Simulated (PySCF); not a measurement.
Consider C$_{7}$H$_{11}$NSi$_{2}$.

```xyz
21

C    -2.8152   -0.4511   -0.2991
C    -1.8697   -0.0266    0.8242
C    -0.4321   -0.1824    0.4063
C     0.2982   -1.2222    0.8170
Si    2.0867   -1.5826    0.3712
C     2.8111   -0.1328   -0.5867
C     2.1173    0.9219   -1.0079
Si    0.2744    1.1469   -0.7321
C     0.0338    2.7732    0.1704
N    -0.1211    3.7620    0.7283
H    -3.8495   -0.3682    0.0266
H    -2.6237   -1.4844   -0.5820
H    -2.6791    0.1774   -1.1759
H    -2.0676    1.0167    1.0834
H    -2.0685   -0.6399    1.7075
H    -0.1761   -1.9422    1.4804
H     2.1528   -2.7876   -0.4727
H     2.8717   -1.7899    1.5972
H     3.8748   -0.1761   -0.8002
H     2.6254    1.7123   -1.5522
H    -0.4528    1.2926   -2.0041
```

Geometry: GFN2-xTB.

Theory: PySCF 2.14.0, PBE0/pcSseg-1, SCF density, gas phase, non-relativistic.

> What will maps of the electron density and electron localisation function show?

C–C (1.33 Å): ρ at the midpoint is about 2.3 e/Å³; the ELF peaks at about 0.90 between the atoms (a short, multiple covalent bond).
C–Si (1.89 Å): the density is about 0.95 e/Å³ at the midpoint; the ELF peaks at about 0.95 between the atoms (a covalent bond).
C–H (1.09 Å): ρ at the midpoint is about 2 e/Å³; the ELF climbs to about 1 towards the hydrogen, as it does in any bond to H: a covalent bond by its length.
C–C (1.51 Å): ρ at the midpoint is about 1.7 e/Å³; the ELF peaks at about 0.95 between the atoms (a covalent bond).

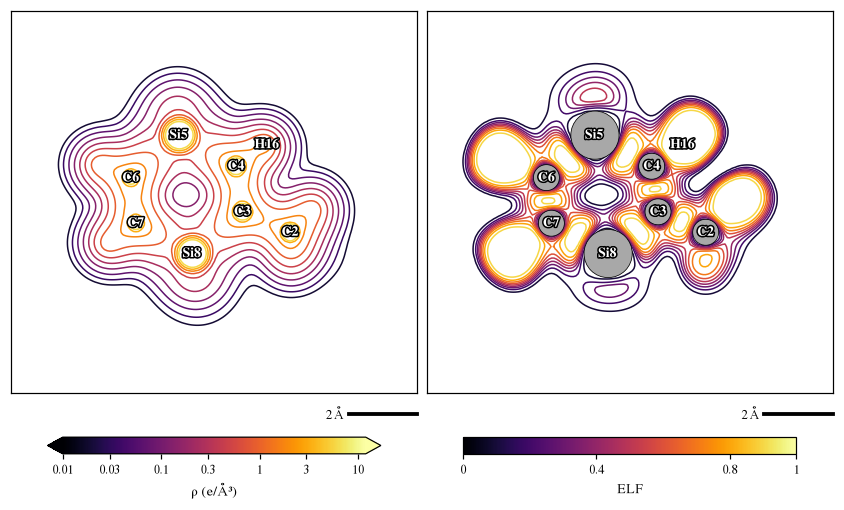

Computed electron density and electron localisation function on the plane of atoms C2, C3 and C4, in this order. Grey discs cover the atomic cores in the ELF map. 
